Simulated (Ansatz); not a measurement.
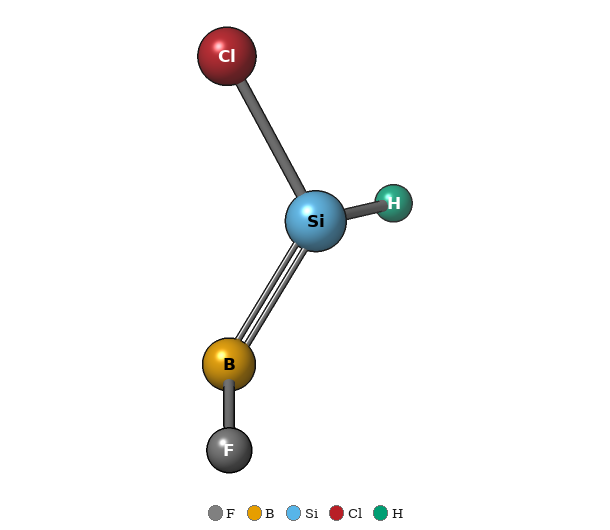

Starting geometry of the run.

Input file:

```yaml
crystal:
  periodic: [false, false, false]
  atoms:
    - {symbol: F, position_ang: [0.056350, -1.642780, 1.791460]}
    - {symbol: B, position_ang: [0.236040, -1.103830, 0.613930]}
    - {symbol: Si, position_ang: [0.038350, 0.564320, -0.171660]}
    - {symbol: Cl, position_ang: [-1.467820, 0.817500, -1.525620]}
    - {symbol: H, position_ang: [1.137090, 1.364790, -0.708110]}
basis:
  gaussian: {orbitals: STO-3G}
hamiltonian: {xc: {name: CAM-B3LYP}, dispersion: d4}
md: {n_steps: 60, timestep: 0.75, temperature: 300, ensemble: nve, seed: 497, initial_velocities: maxwell_boltzmann}
```

It was started with:

```sh
ansatz run in.yaml --threads 1 --pin off --events-out ev --progress --plain --max-ram 4352MiB
```

Result (its end):

```
mean field -23531.12044305 eV, -864.7527263156 hartree, gradient 1.7e-5 eV, S^2 0.000000; 0 other end points of the search recorded, 0 dependent functions left out
the calculation of the forces begins
reference -23531.12051664 eV, -864.7527290202 hartree; 23, 23 occupied and 6, 6 virtual orbitals, 379 factors
379 factors; integrals over basis functions are off by at most 3.8e-5 eV
149 factors; integrals over basis functions are off by at most 5.7e-7 eV
mean field -23531.12044305 eV, -864.7527263156 hartree, gradient 1.7e-5 eV, S^2 0.000000; 1 other end points of the search recorded, 0 dependent functions left out
the calculation of the forces begins
reference -23531.12051664 eV, -864.7527290202 hartree; 23, 23 occupied and 6, 6 virtual orbitals, 379 factors
md step    60: t =    45.00 fs  T =   677.1 K  F+E_penalty+E_count = -23531.22707296 eV  E_kin = 0.262550 eV  conserved = -23530.96452326 eV  (23 SCF iters, 3 dispersion substeps)
Total energy: -23531.22714655 eV, -864.7566475972 hartree
Atom 0 at     0.338259    -1.804848     1.786164 Å, force    -1.397183     1.301635    -1.235989 eV/Å
Atom 1 at    -0.244615    -1.106794     0.854723 Å, force     1.901735    -0.050301     0.179835 eV/Å
Atom 2 at     0.032091     0.693853    -0.095897 Å, force    -0.898646    -0.670971     0.978151 eV/Å
Atom 3 at    -1.468460     0.834112    -1.651116 Å, force     0.416058    -0.145918     0.420765 eV/Å
Atom 4 at     1.175318     0.257904    -0.888010 Å, force    -0.021964    -0.434445    -0.342762 eV/Å
Dipole moment:     0.430997    -0.554215     0.844856 e Å
```

Self-consistency was reached.
